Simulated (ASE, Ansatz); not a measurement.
## Twisted silicene bilayer, 87.80° (52 atoms): support functions against a reference

Wanted: errors and times of a linear-scaling basis for twisted silicene bilayer, 87.80° (52 atoms). A setting counts as converged where the r.m.s. difference of forces stays under 1 % of the r.m.s. force.

Program: Ansatz 0.2.0. Level of theory: Kohn-Sham DFT, PBE+D3(BJ), PAW (set soft_2), plane waves. Results are calculated unless marked as measured.

## Step 1: The structure

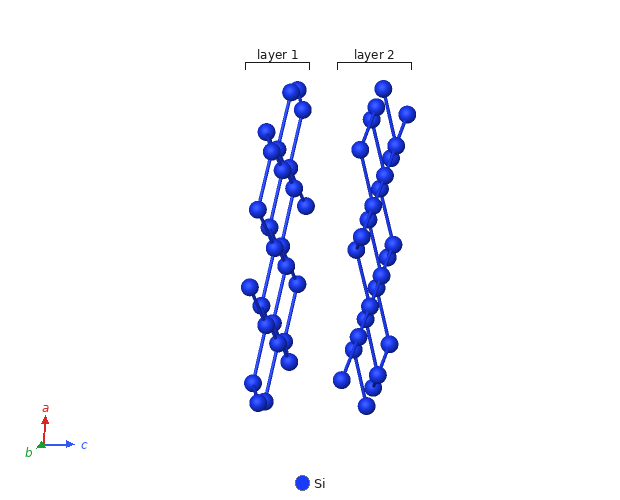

The cell as given, from the side, with the c axis across the page (silicon blue).

The cell holds 52 atoms: 52 Si. Cell: a = 13.917 Å, b = 13.917 Å, c = 20.140 Å, α = 90.0°, β = 90.0°, γ = 120.0°. It derives from Si (silicene). Silicene (a = 3.86 Å) under silicene (a = 3.86 Å), bilayer, commensurate cell of 13 unit cells a layer, twist 87.80 deg; facing planes 3.26 Å apart; 16 Å of vacuum; layers as built, displaced by a Gaussian of 0.01 Å. Regions: layer 1, 26 atoms (26 Si); layer 2, 26 atoms (26 Si). Vacuum lies along c.

Limits known from the start: One k-point is far too coarse for the carbon or group-IV sheet, and it can put spurious forces of up to about 1 eV/Å on the sheet's atoms. Beside vacuum, support functions can miss their usual error bounds without a warning. The Brillouin zone is sampled at Γ only, in a cell whose shortest periodic width is 12 Å.

## Step 2: Plane-wave single point

This run is the reference for what follows, at a cutoff of 420 eV.

input.yaml

```yaml
crystal:
  lattice:
    - [13.9174, 0.0, 0.0]
    - [-6.9587, 12.05282, 0.0]
    - [0.0, 0.0, 20.14]
  atoms:
    - { symbol: Si, position: [0.12761, 0.17888, 0.41904] }
    - { symbol: Si, position: [0.18014, 0.05155, 0.39677] }
    - { symbol: Si, position: [0.20541, 0.48779, 0.41971] }
    - { symbol: Si, position: [0.25795, 0.35979, 0.39734] }
    - { symbol: Si, position: [0.28269, 0.79544, 0.41888] }
    - { symbol: Si, position: [0.33219, 0.66623, 0.3974] }
    - { symbol: Si, position: [0.35843, 0.1007, 0.41871] }
    - { symbol: Si, position: [0.41006, 0.97353, 0.39728] }
    - { symbol: Si, position: [0.43515, 0.40871, 0.41942] }
    - { symbol: Si, position: [0.48593, 0.28188, 0.39762] }
    - { symbol: Si, position: [0.51126, 0.71752, 0.41943] }
    - { symbol: Si, position: [0.56476, 0.58918, 0.39709] }
    - { symbol: Si, position: [0.59023, 0.02667, 0.41951] }
    - { symbol: Si, position: [0.64055, 0.89777, 0.397] }
    - { symbol: Si, position: [0.66552, 0.33283, 0.41892] }
    - { symbol: Si, position: [0.71827, 0.20585, 0.39729] }
    - { symbol: Si, position: [0.74207, 0.64027, 0.41887] }
    - { symbol: Si, position: [0.79618, 0.51327, 0.39666] }
    - { symbol: Si, position: [0.82025, 0.9482, 0.42012] }
    - { symbol: Si, position: [0.8707, 0.81956, 0.39769] }
    - { symbol: Si, position: [0.89841, 0.25665, 0.41975] }
    - { symbol: Si, position: [0.94953, 0.12841, 0.39763] }
    - { symbol: Si, position: [0.97342, 0.56362, 0.41939] }
    - { symbol: Si, position: [0.02515, 0.43537, 0.39753] }
    - { symbol: Si, position: [0.05191, 0.87249, 0.41936] }
    - { symbol: Si, position: [0.10247, 0.74348, 0.39703] }
    - { symbol: Si, position: [0.25652, 0.89837, 0.60318] }
    - { symbol: Si, position: [0.20492, 0.71694, 0.58128] }
    - { symbol: Si, position: [0.3328, 0.66545, 0.6028] }
    - { symbol: Si, position: [0.28135, 0.48626, 0.58208] }
    - { symbol: Si, position: [0.56571, 0.97507, 0.60289] }
    - { symbol: Si, position: [0.51342, 0.7958, 0.58016] }
    - { symbol: Si, position: [0.17997, 0.12864, 0.60252] }
    - { symbol: Si, position: [0.12886, 0.94956, 0.58056] }
    - { symbol: Si, position: [0.40973, 0.43562, 0.60296] }
    - { symbol: Si, position: [0.35992, 0.25651, 0.58099] }
    - { symbol: Si, position: [0.64399, 0.74487, 0.60265] }
    - { symbol: Si, position: [0.58857, 0.56405, 0.58133] }
    - { symbol: Si, position: [0.87206, 0.05123, 0.60196] }
    - { symbol: Si, position: [0.82265, 0.87251, 0.58136] }
    - { symbol: Si, position: [0.48766, 0.20604, 0.60375] }
    - { symbol: Si, position: [0.43618, 0.0266, 0.58038] }
    - { symbol: Si, position: [0.71896, 0.51284, 0.60316] }
    - { symbol: Si, position: [0.6663, 0.33381, 0.58133] }
    - { symbol: Si, position: [0.94856, 0.82093, 0.60246] }
    - { symbol: Si, position: [0.89821, 0.6416, 0.58115] }
    - { symbol: Si, position: [0.79323, 0.28111, 0.60264] }
    - { symbol: Si, position: [0.74279, 0.10165, 0.58032] }
    - { symbol: Si, position: [0.02499, 0.58975, 0.60277] }
    - { symbol: Si, position: [0.97501, 0.41023, 0.58147] }
    - { symbol: Si, position: [0.10286, 0.35885, 0.60219] }
    - { symbol: Si, position: [0.05152, 0.18045, 0.58096] }
kpoints:
  mp_grid: { grid: [1, 1, 1] }
hamiltonian:
  xc: pbe
  dispersion: d3bj
scf:
  occupations: { method: fermi_dirac, width: 0.025 }
output:
  forces: true
  populations: true
  dos:
    method: { smearing: { sigma: 0.15 } }
    de: 0.1
    projected:
      site_lists:
        Si: [Si]
        layer_1: [0, 1, 2, 3, 4, 5, 6, 7, 8, 9, 10, 11, 12, 13, 14, 15, 16, 17, 18, 19, 20, 21, 22, 23, 24, 25]
        layer_2: [26, 27, 28, 29, 30, 31, 32, 33, 34, 35, 36, 37, 38, 39, 40, 41, 42, 43, 44, 45, 46, 47, 48, 49, 50, 51]
  eigenvalues: true
```

Command:

```console
$ ansatz run input.yaml --threads 32 --pin off --max-ram 92160MiB --backend cuda --events-out ev --progress --plain --runs-dir out --max-vram 78GiB
```

Numbers of over 12 decimals in the logs are rounded to 6 here.

Output:

```text
Engine: ansatz 0.2.0, aarch64-unknown-linux-gnu
Pseudopotentials: kind: paw
Pseudopotential: Si, paw, valence charge 4, recommended cutoff 420 eV (normal), Si.paw.azcp
[... 5 lines on functional and potentials left out ...]
device memory: the entry about to start is reckoned to put 4.8 GiB on a device that reports 112.8 GiB free (of which the cap on the GPU budget leaves the run 78.0 GiB)
GPU FFT provider: cuFFT
GPU libraries: cuBLAS 13.8.1, cuFFT 12.4.0, cuSOLVER 12.3.2
GPU matrix products: emulated (plane waves: as basis.precision tells), large ones in fixed point in workspaces of 1.00 GiB
Crystal: 52 atoms, lattice volume = 3378.362 Å³
Basis set: ecut = 420 eV, 66097 PW (Γ), exchange–correlation on 192×192×270 points (8 copies of the dense FFT grid, shifted against one another)
Bands: 156, of which v1, the nominal top of the filled ones, is band 104 counted from 1 (103 counted from 0)
Symmetry: 1 space group operations
Space group: P1 (ITA 1), of the structure as read, at distance tolerance 1.5e-4 Å
k-points: 1
[... 3 lines on functional and potentials left out ...]
Initial density: superposition of atomic densities (neutral atoms: chi_scale 0, normalization atom), corrected by the library's trained network
Initial wavefunctions: pseudopotential atomic-orbital guess
GPU buffer pool allocated for 1244160 grid points (all kernels)
GPU transforms: local potential and band sums: pruned to the plane-wave sphere, on 96×96×135
Functional: x = pbe(κ = 0.804, μ = 0.219515), c = pbe(β = 0.066725)
SCF iter   1: F=—  HF=-33043.588727 eV  |F-HF|=—  |Δ(HF+E_count)|=         —  Δρ=1.87e-3  dr2=5.11e-1  ethr=1.77e-3  ⟨swp⟩=8.0  Hψ=868  notcnv=0  defer=21
preconditioner: auto → LDOS  [metal: Δε(μ)=0.054 eV  Ē_g=7.018 eV  σ=0.025 eV  W_gap=0.49  n_scr=298 (ndim 8)  ℏωp=9.2 eV  f_vac=0.572  D(μ)=30.34/eV (n_scr^D=110)  β→1.0]
SCF iter   2: F=—  HF=-33043.565546 eV  |F-HF|=—  |Δ(HF+E_count)|=   2.32e-2  Δρ=1.05e-3  dr2=1.13e-1  ethr=2.46e-4  ⟨swp⟩=4.0  Hψ=307  notcnv=0  defer=40
SCF iter   3: F=—  HF=-33043.552370 eV  |F-HF|=—  |Δ(HF+E_count)|=   1.32e-2  Δρ=3.44e-4  dr2=1.61e-2  ethr=5.42e-5  ⟨swp⟩=3.0  Hψ=210  notcnv=0  defer=40
SCF iter   4: F=—  HF=-33043.550095 eV  |F-HF|=—  |Δ(HF+E_count)|=   2.28e-3  Δρ=1.54e-4  dr2=4.27e-3  ethr=7.76e-6  ⟨swp⟩=2.0  Hψ=191  notcnv=0  defer=40
SCF iter   5: F=—  HF=-33043.549087 eV  |F-HF|=—  |Δ(HF+E_count)|=   1.01e-3  Δρ=7.32e-5  dr2=5.80e-4  ethr=2.05e-6  ⟨swp⟩=3.0  Hψ=253  notcnv=0  defer=40
SCF iter   6: F=—  HF=-33043.551289 eV  |F-HF|=—  |Δ(HF+E_count)|=   2.20e-3  Δρ=3.74e-5  dr2=1.38e-4  ethr=2.79e-7  ⟨swp⟩=2.0  Hψ=173  notcnv=0  defer=40
SCF iter   7: F=—  HF=-33043.551287 eV  |F-HF|=—  |Δ(HF+E_count)|=   2.43e-6  Δρ=2.01e-5  dr2=5.00e-5  ethr=6.65e-8  ⟨swp⟩=2.0  Hψ=191  notcnv=0  defer=40
SCF iter   8: F=—  HF=-33043.550478 eV  |F-HF|=—  |Δ(HF+E_count)|=   8.09e-4  Δρ=9.21e-6  dr2=1.28e-5  ethr=2.40e-8  ⟨swp⟩=3.0  Hψ=260  notcnv=0  defer=40
SCF iter   9: F=—  HF=-33043.550478 eV  |F-HF|=—  |Δ(HF+E_count)|=   3.00e-7  Δρ=4.80e-6  dr2=3.87e-6  ethr=6.14e-9  ⟨swp⟩=2.0  Hψ=181  notcnv=0  defer=40
SCF iter  10: F=—  HF=-33043.550478 eV  |F-HF|=—  |Δ(HF+E_count)|=   1.18e-7  Δρ=2.64e-6  dr2=1.26e-6  ethr=1.86e-9  ⟨swp⟩=2.0  Hψ=191  notcnv=0  defer=40
SCF iter  11: F=—  HF=-33043.550478 eV  |F-HF|=—  |Δ(HF+E_count)|=   4.13e-8  Δρ=1.44e-6  dr2=3.61e-7  ethr=6.07e-10  ⟨swp⟩=3.0  Hψ=235  notcnv=0  defer=40
SCF iter  12: F=-33043.550478 eV  HF=-33043.550478 eV  |F-HF|=9.26e-9  |Δ(HF+E_count)|=   6.96e-9  Δρ=7.82e-7  dr2=7.80e-8  ethr=4.81e-11  ⟨swp⟩=13.0  Hψ=1046  notcnv=0
SCF 1 converged in 12 iterations: F = -33043.550478 eV  dr2 = 7.80e-8
  greatest PAW one-centre occupation: 0.650 electrons in one spin orbital (limit 2), on the Si atom at site 30 (counted from 0), in its partial waves of l = 0
SCF converged after 12 iterations
Free energy (F): -33043.550478 eV
Harris-Foulkes:  -33043.550478 eV  (|F-HF|=9.26e-9)
Internal energy: -33043.487216 eV  (E = F + TS)
E sigma→0 (E₀):  -33043.518847 eV
Entropy (-TS):   -0.063261 eV (-1.217 meV/atom)
Fermi energy:    -1.204012 eV
--- Per-component energies (eV) ---
  E_band       = -1292.553894
  E_kinetic    = 2028.853272
  E_local      = -36567.703824  (includes V_loc(G=0)·N_el)
  E_nonlocal   = 1356.343456
  E_hartree    = 17191.867211
  E_xc         = -2826.447544
  E_vxc        = -2370.405694  (∫ρ·V_xc dr)
  E_paw        = -26659.283101  (= ΣΔE_a)
  E_vpaw       = -123.373137  (= ΣTr[D̂ρ^β])
  E_aug_tail   = 0.000330  (compensation charges beyond the density's cutoff)
  E_ewald      = 12447.026029
  E_disp       = -14.143045  (pairwise vdW)
  E_smearing   = -0.063261  (= −TS)
  E_closure    = 0.000000  (closes the sum)
  Σ components = -33043.550478   (vs F -33043.550478, Δ=0.00e0)
--- Forces (eV/Å), atoms counted from 1 ---
[... 52 lines of forces left out ...]
  max |Σ_I F_I| component: 5.81e-5 eV/Å
--- Band table (eV) ---
[... left out ...]
--- Löwdin populations: 52 sites ---
  site symbol       q [e]
[... 52 lines, one an atom, left out ...]
  spilling = 0.012577 (of n_electrons = 208.000000)
```

Wall time 2 s (1 × NVIDIA GB200 with 32 threads of Arm Neoverse V2, shared host); peak memory 1.3 GiB.

In the SCF lines HF is the Harris–Foulkes energy and dr2 the Hartree energy of the density residual, in eV; the loop may stop once dr2 is under the threshold and the program's other checks hold. Hψ counts applications of the Hamiltonian.

That memory is the host's; the program planned up to 4.8 GiB on the GPU. Forces of this run were stored rounded, and per-atom blocks of the log weren't kept.

Read from the output:

```yaml
free_energy: -33043.5505 eV
free_energy_per_atom: -635.4529 eV/atom
scf_cycles: 12
r_m_s_force_component: 0.2785 eV/Å
longest_force: 0.7862 eV/Å
fermi_energy: -1.204 eV
levels_partly_filled_by_over_2_per_cent: 2
spilling_of_the_projection: 0.01258
```

Length of the force by element:

| element | coordination | atoms | mean length of the force (eV/Å) | spread | least | most |
| --- | --- | --- | --- | --- | --- | --- |
| Si | all | 52 | 0.445 | 0.188 | 0.09 | 0.786 |

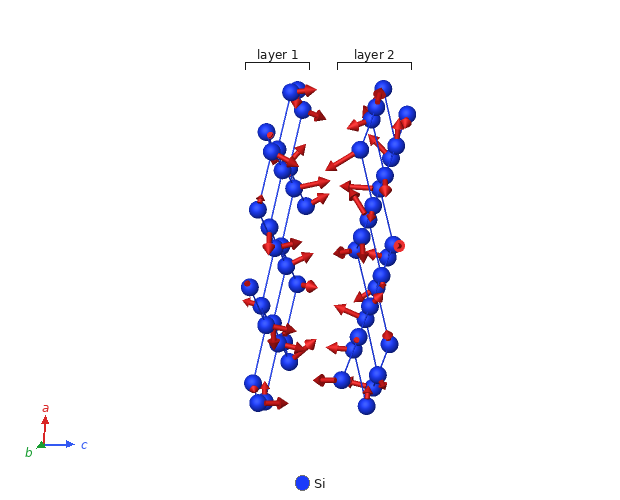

Forces as arrows; the longest in the cell is 0.786 eV/Å.

The mean of these charges, 0.050 e, is only the charge that the projection spills.

Löwdin charges by element (they lack the spilled electrons, 0.050 e an atom on average):

| element | coordination | atoms | mean charge (e) | spread | least | most |
| --- | --- | --- | --- | --- | --- | --- |
| Si | all | 52 | 0.0503 | 0.0091 | 0.0336 | 0.0667 |

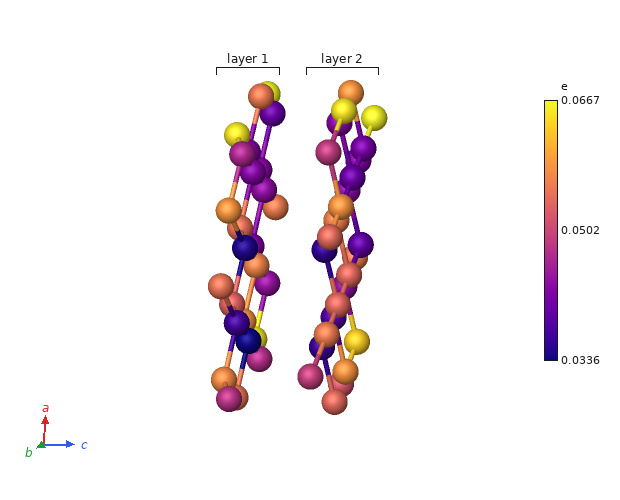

Atoms coloured by Löwdin charge.

By region:

| region | atoms | mean length of the force (eV/Å) |
| --- | --- | --- |
| layer 1 | 26 | 0.415 |
| layer 2 | 26 | 0.473 |

Density of states as counts of states in windows of 1 eV (from the Fermi level), total and some projections:

| from (eV) | to (eV) | total | Si p | layer 2 | layer 1 | Si s |
| --- | --- | --- | --- | --- | --- | --- |
| -10 | -9 | 7.3 | 2.3 | 3.7 | 3.5 | 5.0 |
| -9 | -8 | 17.6 | 5.4 | 8.6 | 8.8 | 12.0 |
| -8 | -7 | 21.9 | 11.3 | 10.9 | 10.8 | 10.4 |
| -7 | -6 | 2.1 | 1.0 | 1.0 | 1.0 | 1.0 |
| -6 | -5 | 6.4 | 3.8 | 3.3 | 3.0 | 2.6 |
| -5 | -4 | 19.4 | 12.0 | 9.4 | 9.7 | 7.1 |
| -4 | -3 | 34.9 | 33.0 | 17.2 | 17.2 | 1.5 |
| -3 | -2 | 27.4 | 26.3 | 13.5 | 13.5 | 0.7 |
| -2 | -1 | 32.0 | 30.5 | 15.7 | 15.8 | 1.0 |
| -1 | 0 | 12.6 | 11.7 | 6.2 | 6.2 | 0.7 |
| 0 | 1 | 12.7 | 11.5 | 6.1 | 6.1 | 0.7 |
| 1 | 2 | 32.0 | 20.0 | 14.7 | 14.5 | 9.2 |

Between -12 and -10 eV lie 27 more states.

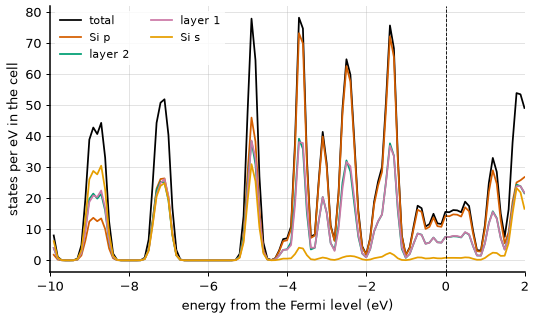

Total and projected density of states, with the broadening of the input.

Not all projections were asked for or kept, so they needn't add up to the total.

The levels nearest the highest filled one (over half full), pooled over k-points and spins:

| level less the highest filled one (eV) | occupation |
| --- | --- |
| -0.756 | 2 |
| -0.62 | 2 |
| -0.609 | 2 |
| -0.293 | 2 |
| -0.291 | 2 |
| 0 | 1.35 |
| 0.0361 | 0.654 |
| 0.258 | 0 |
| 0.274 | 0 |
| 0.518 | 0 |
| 0.527 | 0 |
| 0.650 | 0 |

Löwdin charges run from +0.03 to +0.07 e, about a mean that is the spilled charge alone. Within 0.4 eV of the Fermi level the largest share is Si p (95 % of the projected weight).

## Step 3: Local order

These statistics describe the geometry on which the runs were made.

Normalised to the volume that the atoms fill. Pair distribution function in bins of 0.2 Å:

| r (Å) | total |
| --- | --- |
| 2.20 | 4.54 |
| 2.40 | 0.06 |
| 2.60 | 0.00 |
| 2.80 | 0.00 |
| 3.00 | 0.00 |
| 3.20 | 0.03 |
| 3.40 | 0.16 |
| 3.60 | 0.00 |
| 3.80 | 3.59 |
| 4.00 | 0.32 |
| 4.20 | 0.17 |
| 4.40 | 1.56 |
| 4.60 | 0.49 |
| 4.80 | 0.08 |
| 5.00 | 0.66 |
| 5.20 | 0.20 |
| 5.40 | 0.17 |
| 5.60 | 0.41 |
| 5.80 | 0.48 |
| 6.00 | 1.29 |
| 6.20 | 0.29 |
| 6.40 | 0.22 |
| 6.60 | 1.14 |
| 6.80 | 0.29 |
| 7.00 | 0.26 |
| 7.20 | 0.33 |
| 7.40 | 0.15 |
| 7.60 | 0.16 |

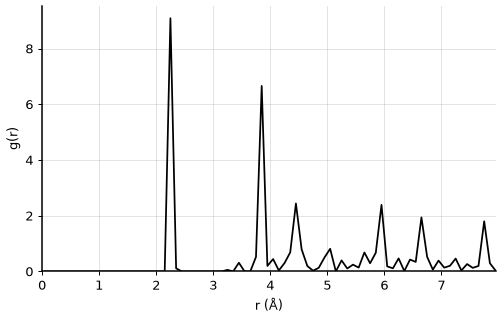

Pair distribution functions.

Bonds by pair of elements; cutoffs follow the first minimum of g(r), held within bounds set by covalent radii, and pairs that aren't listed don't count as bonded:

| pair A-B | cutoff (Å) | bonds | mean length (Å) | spread (Å) | shortest (Å) | B about A | A about B |
| --- | --- | --- | --- | --- | --- | --- | --- |
| Si-Si | 2.68 | 78 | 2.27 | 0.013 | 2.24 | 3 | 3 |

How many atoms have how many bonded neighbours:

| element | mean | 3 |
| --- | --- | --- |
| Si | 3 | 52 |

Bond angles (no mean is given where the spread exceeds 20°):

| angle | count | mean (°) | spread (°) |
| --- | --- | --- | --- |
| Si-Si-Si | 156 | 116 | 0.5 |

By these cutoffs all Si atoms have 3 bonded neighbours. The Si-Si-Si angle averages 116° with a spread of 0.5°.

(Part 1 of 2 ends here.)

[Logs are printed without paths, hosts, clocks, repeated set-up lines and the standing remarks that a program may print on its own settings, such as how far it seeks lower states.]

[Hosts, paths, dates, database ids (printed as entryN), source tags and the programs' standing remarks are cut or masked in the printed files.]
